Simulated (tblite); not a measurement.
# C5H12SSi2: geometry relaxation (part 1 of 2)

C5H12SSi2, SMILES [SiH3]CS[SiH]1CC=CC1, computed with GFN2-xTB geometry optimisation, gas phase (tblite 0.8.0).

It belongs to a series of runs on one base structure; here: ring closed by a new Si-C bond.

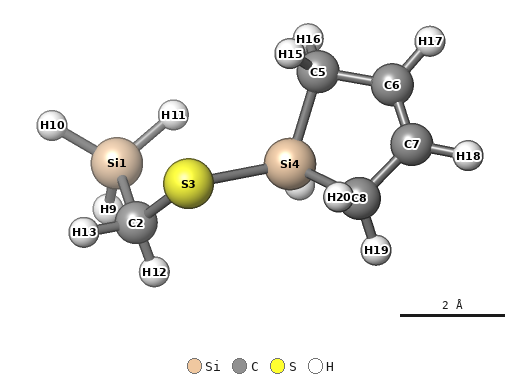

Fig. 1: The input geometry (ball-and-stick view, seen at a tilt; atoms are numbered from 1 in the order of the input). Bond lengths as drawn: C–C 1.28 to 1.48 Å, C–H 1.09 to 1.13 Å, C–S 1.78 Å, C–Si 1.88 to 1.89 Å, H–Si 1.45 to 1.47 Å and S–Si 2.12 Å.

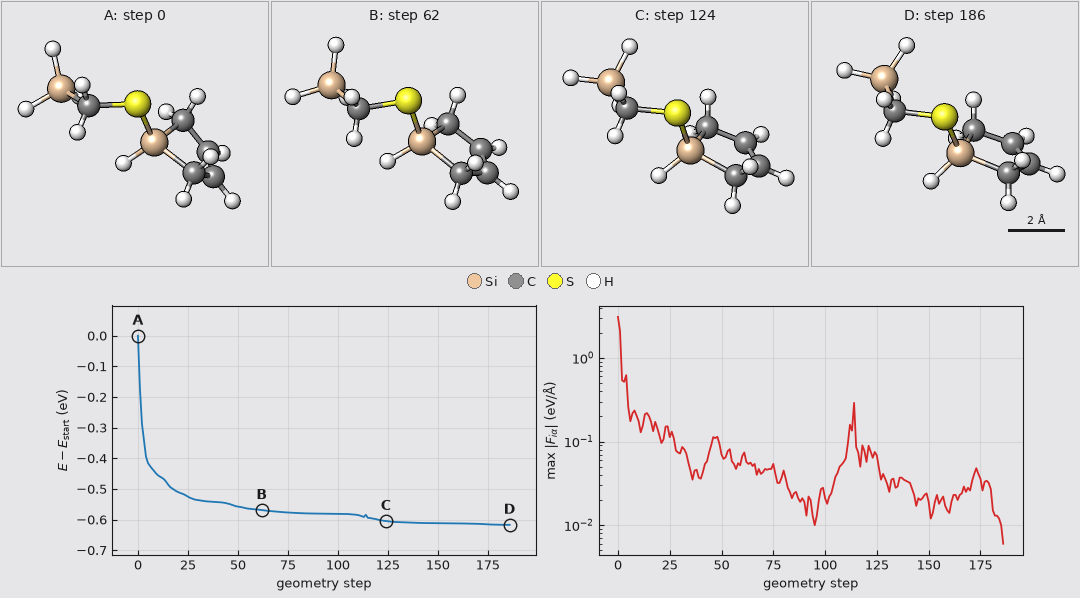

Fig. 2: Frames of the relaxation (ball-and-stick view, seen at a tilt) above the curves, on which the letters mark them (steps are counted from 0).

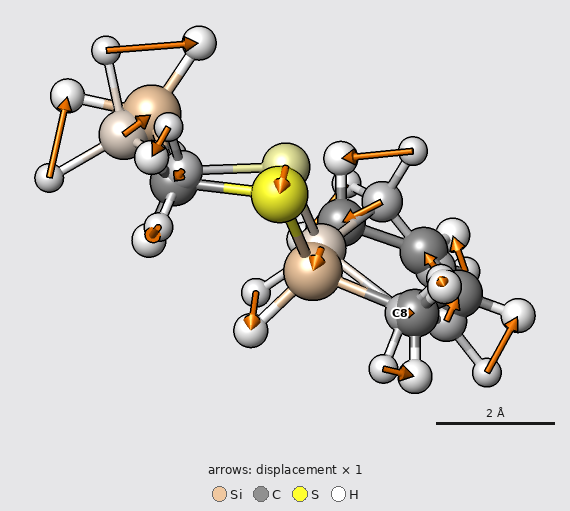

Fig. 3: Start (faint) and end (solid) with the displacements as orange arrows, at true length (ball-and-stick view, seen at a tilt). The two geometries are laid on each other by the best rigid fit. After 186 geometry steps the energy has fallen by 0.617 eV. Largest force component: 3.1 eV/Å at the start, 0.006 eV/Å at the end. H10 moves most after the best rigid fit: 1.59 Å. By element the largest moves are H 1.59 Å, C 0.78 Å, S 0.63 Å, Si 0.61 Å. Distances before and after: C2–S3 1.780 → 1.830 Å, C7–H18 1.127 → 1.081 Å, C6–H17 1.123 → 1.080 Å, C2–H13 1.129 → 1.088 Å. Among the angles that change: C2–S3–Si4 111.2° → 101.8°, S3–C2–H12 116.3° → 107.3°, Si4–C5–H15 105.7° → 113.5°. (Atoms are counted from 1 in the order of the input.)

The input that produced these results follows, with the program's output.

Input
```
{"job": {"kind": "relax", "xc": "GFN2-xTB", "basis": "xTB"}, "charge": 0, "multiplicity": 1}
Si     3.338300    -0.219300     0.519900
C      2.461900     1.387800     0.108900
S      0.793100     1.458000     0.724400
Si    -0.452300     0.061500    -0.277800
C     -1.397000    -1.057800     0.909000
C     -2.644500    -1.191200     0.126200
C     -2.948900    -0.298000    -0.744300
C     -2.038300     0.838500    -0.935400
H      4.304200    -0.421100    -0.565800
H      4.086400    -0.122600     1.777200
H      2.424200    -1.361000     0.564400
H      2.593600     1.592900    -0.951700
H      3.049800     2.170000     0.672200
H      0.257600    -0.717500    -1.279000
H     -1.536700    -0.460000     1.840600
H     -0.878500    -2.011500     1.095200
H     -3.302000    -2.080800     0.322200
H     -3.895400    -0.377100    -1.350300
H     -1.919300     1.140400    -1.985200
H     -2.301500     1.679400    -0.263500
```

The first line tells a small driver script what to run in tblite; the rest is the geometry in Å.

Launch command:
```bash
OMP_NUM_THREADS=1 python <driver script> task.json out
```

Log
```
step      E/eV     max force
  0    -639.13733    3.768
  1    -639.31018    2.980
  2    -639.42433    0.583
  3    -639.47855    0.711
  4    -639.53082    0.841
  5    -639.55238    0.323
  6    -639.56176    0.232
  7    -639.57039    0.286
  8    -639.57793    0.296
  9    -639.58618    0.281
 10    -639.59250    0.197
 11    -639.59689    0.143
 12    -639.60058    0.170
 13    -639.60539    0.217
 14    -639.61276    0.236
 15    -639.62205    0.277
 16    -639.62997    0.222
 17    -639.63510    0.139
 18    -639.63935    0.185
 19    -639.64365    0.158
 20    -639.64717    0.127
 21    -639.64977    0.102
 22    -639.65206    0.123
 23    -639.65480    0.171
 24    -639.65844    0.167
 25    -639.66244    0.137
 26    -639.66582    0.178
 27    -639.66850    0.156
 28    -639.67082    0.098
 29    -639.67250    0.074
 30    -639.67352    0.075
 31    -639.67433    0.091
 32    -639.67535    0.086
 33    -639.67653    0.079
 34    -639.67748    0.065
 35    -639.67800    0.049
 36    -639.67836    0.052
 37    -639.67878    0.066
 38    -639.67928    0.065
 39    -639.67976    0.047
 40    -639.68016    0.051
 41    -639.68057    0.057
 42    -639.68115    0.061
 43    -639.68203    0.079
 44    -639.68327    0.092
 45    -639.68484    0.126
 46    -639.68675    0.144
 47    -639.68905    0.130
 48    -639.69138    0.137
 49    -639.69347    0.097
 50    -639.69477    0.080
 51    -639.69577    0.070
 52    -639.69689    0.081
 53    -639.69850    0.094
 54    -639.70001    0.092
 55    -639.70125    0.076
 56    -639.70203    0.077
 57    -639.70266    0.057
 58    -639.70319    0.061
 59    -639.70382    0.057
 60    -639.70446    0.073
 61    -639.70531    0.082
 62    -639.70628    0.068
 63    -639.70723    0.065
 64    -639.70798    0.061
 65    -639.70858    0.058
 66    -639.70910    0.058
 67    -639.70955    0.050
 68    -639.71006    0.052
 69    -639.71074    0.053
 70    -639.71139    0.050
 71    -639.71204    0.053
 72    -639.71266    0.050
 73    -639.71316    0.053
 74    -639.71361    0.057
 75    -639.71404    0.057
 76    -639.71446    0.046
 77    -639.71481    0.039
 78    -639.71513    0.046
 79    -639.71545    0.039
 80    -639.71581    0.047
 81    -639.71617    0.039
 82    -639.71647    0.039
 83    -639.71671    0.035
 84    -639.71690    0.026
 85    -639.71706    0.026
 86    -639.71719    0.027
 87    -639.71729    0.025
 88    -639.71738    0.023
 89    -639.71748    0.023
 90    -639.71758    0.020
 91    -639.71765    0.017
 92    -639.71769    0.024
 93    -639.71773    0.021
 94    -639.71779    0.013
 95    -639.71782    0.012
 96    -639.71785    0.014
 97    -639.71789    0.021
 98    -639.71796    0.029
 99    -639.71806    0.031
100    -639.71816    0.024
101    -639.71824    0.022
102    -639.71830    0.024
103    -639.71841    0.025
104    -639.71861    0.037
105    -639.71898    0.053
106    -639.71950    0.052
107    -639.72005    0.054
108    -639.72057    0.062
109    -639.72118    0.067
110    -639.72219    0.092
111    -639.72390    0.130
112    -639.72613    0.163
113    -639.72850    0.184
114    -639.72148    0.292
115    -639.73123    0.112
116    -639.73194    0.087
117    -639.73302    0.061
118    -639.73453    0.099
119    -639.73534    0.090
120    -639.73735    0.064
121    -639.73875    0.093
122    -639.74017    0.086
123    -639.74101    0.079
124    -639.74193    0.081
125    -639.74266    0.073
126    -639.74347    0.054
127    -639.74408    0.045
128    -639.74469    0.051
129    -639.74498    0.041
130    -639.74527    0.038
131    -639.74553    0.034
132    -639.74581    0.039
133    -639.74605    0.042
134    -639.74625    0.038
135    -639.74648    0.035
136    -639.74668    0.045
137    -639.74696    0.048
138    -639.74726    0.041
139    -639.74754    0.040
140    -639.74781    0.038
141    -639.74805    0.047
142    -639.74824    0.034
143    -639.74835    0.024
144    -639.74843    0.020
145    -639.74849    0.025
146    -639.74855    0.025
147    -639.74865    0.022
148    -639.74876    0.025
149    -639.74886    0.024
150    -639.74892    0.019
151    -639.74898    0.016
152    -639.74904    0.018
153    -639.74911    0.020
154    -639.74918    0.023
155    -639.74925    0.018
156    -639.74932    0.021
157    -639.74939    0.024
158    -639.74947    0.020
159    -639.74954    0.018
160    -639.74961    0.016
161    -639.74969    0.020
162    -639.74978    0.026
163    -639.74989    0.024
164    -639.75000    0.021
165    -639.75011    0.024
166    -639.75023    0.025
167    -639.75036    0.034
168    -639.75052    0.033
169    -639.75070    0.030
170    -639.75089    0.027
171    -639.75112    0.038
172    -639.75141    0.048
173    -639.75182    0.054
174    -639.75227    0.047
175    -639.75269    0.042
176    -639.75302    0.034
177    -639.75329    0.037
178    -639.75352    0.040
179    -639.75377    0.034
180    -639.75395    0.028
181    -639.75405    0.016
182    -639.75409    0.015
183    -639.75414    0.017
184    -639.75417    0.015
185    -639.75420    0.012
186    -639.75422    0.007
```

Trajectory as extended XYZ (Å, eV, eV/Å), 11 of the 187 frames kept, from step=0 to step=186
```
20
Properties=species:S:1:pos:R:3:forces:R:3 step=0 energy=-639.13733
Si    3.3383   -0.2193    0.5199    0.6090  -0.8920   0.1150
C     2.4619    1.3878    0.1089    1.5380   0.4950   0.2910
S     0.7931    1.4580    0.7244   -0.4680   0.7850   0.4740
Si   -0.4523    0.0615   -0.2778    0.7720  -0.0380  -0.1470
C    -1.3970   -1.0578    0.9090    0.8150   0.3140   0.3980
C    -2.6445   -1.1912    0.1262   -0.7200  -3.0970   2.0210
C    -2.9489   -0.2980   -0.7443   -2.3350   1.0800  -2.3450
C    -2.0383    0.8385   -0.9354    0.7470   0.7290  -0.1570
H     4.3042   -0.4211   -0.5658    0.0120  -0.0340  -0.0040
H     4.0864   -0.1226    1.7772   -0.1540   0.0310  -0.0160
H     2.4242   -1.3610    0.5644   -0.0480   0.0690   0.0070
H     2.5936    1.5929   -0.9517   -0.5550   0.2560   0.0040
H     3.0498    2.1700    0.6722   -0.8540  -0.4180  -0.6040
H     0.2576   -0.7175   -1.2790    0.1950  -0.0080  -0.1790
H    -1.5367   -0.4600    1.8406   -0.0920  -0.8500  -0.3240
H    -0.8785   -2.0115    1.0952   -0.5150   0.3570   0.3000
H    -3.3020   -2.0808    0.3222    0.6320   0.8940  -0.1530
H    -3.8954   -0.3771   -1.3503    1.0210   0.2230   0.6150
H    -1.9193    1.1404   -1.9852   -0.4930   0.2530   0.4190
H    -2.3015    1.6794   -0.2635   -0.1070  -0.1490  -0.7150
20
Properties=species:S:1:pos:R:3:forces:R:3 step=19 energy=-639.64365
Si    3.3745   -0.2600    0.5147    0.0580  -0.1450   0.0240
C     2.4766    1.3761    0.1067    0.0760  -0.1070   0.0050
S     0.8188    1.5511    0.8598   -0.0720  -0.0210   0.0260
Si   -0.3878    0.1348   -0.2244   -0.0890  -0.0380   0.0240
C    -1.3644   -1.0791    0.8810   -0.0060  -0.0250  -0.0070
C    -2.6675   -1.2209    0.1498    0.0600  -0.0460   0.1080
C    -2.9785   -0.3002   -0.7449    0.0080   0.0710  -0.0600
C    -2.0047    0.8195   -0.9737   -0.0590  -0.0050  -0.0090
H     4.3705   -0.5188   -0.5352   -0.0790   0.0940   0.0390
H     4.0485   -0.1666    1.8129   -0.0960   0.0530  -0.0600
H     2.4056   -1.3613    0.5339    0.0190   0.0600   0.0090
H     2.3831    1.5483   -0.9634   -0.0660  -0.0300   0.0010
H     3.0276    2.2138    0.5258    0.0510   0.0640  -0.0180
H     0.4963   -0.4836   -1.2153   -0.0370  -0.0210  -0.0090
H    -1.5580   -0.6342    1.8623    0.0510  -0.0570  -0.0070
H    -0.9001   -2.0485    1.0597    0.0040   0.0220  -0.0320
H    -3.3251   -2.0442    0.3969    0.0730   0.0510  -0.0100
H    -3.9088   -0.3154   -1.2976    0.0790   0.0470   0.0290
H    -1.9734    1.1009   -2.0255    0.0460   0.0000   0.0170
H    -2.3385    1.6991   -0.4163   -0.0200   0.0350  -0.0690
20
Properties=species:S:1:pos:R:3:forces:R:3 step=37 energy=-639.67878
Si    3.3458   -0.2698    0.5361    0.0120  -0.0290   0.0020
C     2.4338    1.3441    0.0938   -0.0140  -0.0090   0.0080
S     0.8323    1.5366    0.9582   -0.0130   0.0120   0.0030
Si   -0.3900    0.1817   -0.1729   -0.0190  -0.0040  -0.0060
C    -1.3210   -1.1030    0.8740   -0.0380  -0.0220  -0.0100
C    -2.6419   -1.1898    0.1728   -0.0150  -0.0170   0.0150
C    -2.9558   -0.2609   -0.7131   -0.0230   0.0260  -0.0160
C    -1.9801    0.8451   -0.9854   -0.0290  -0.0130   0.0040
H     4.3619   -0.4676   -0.5014    0.0070   0.0110   0.0280
H     3.9512   -0.1344    1.8589   -0.0200   0.0140  -0.0130
H     2.3985   -1.3868    0.5272    0.0110   0.0210   0.0000
H     2.2350    1.4408   -0.9700    0.0200  -0.0120  -0.0310
H     3.0144    2.2104    0.4010    0.0100   0.0310   0.0070
H     0.4802   -0.4182   -1.1858    0.0450  -0.0360  -0.0330
H    -1.4757   -0.7728    1.9039    0.0240  -0.0080   0.0030
H    -0.8446   -2.0811    0.9271    0.0030  -0.0120  -0.0040
H    -3.3105   -2.0014    0.4230    0.0120   0.0170   0.0050
H    -3.8976   -0.2608   -1.2435    0.0090   0.0210   0.0210
H    -1.8976    1.0254   -2.0576    0.0100   0.0090   0.0150
H    -2.3434    1.7732   -0.5390    0.0080   0.0010   0.0020
```
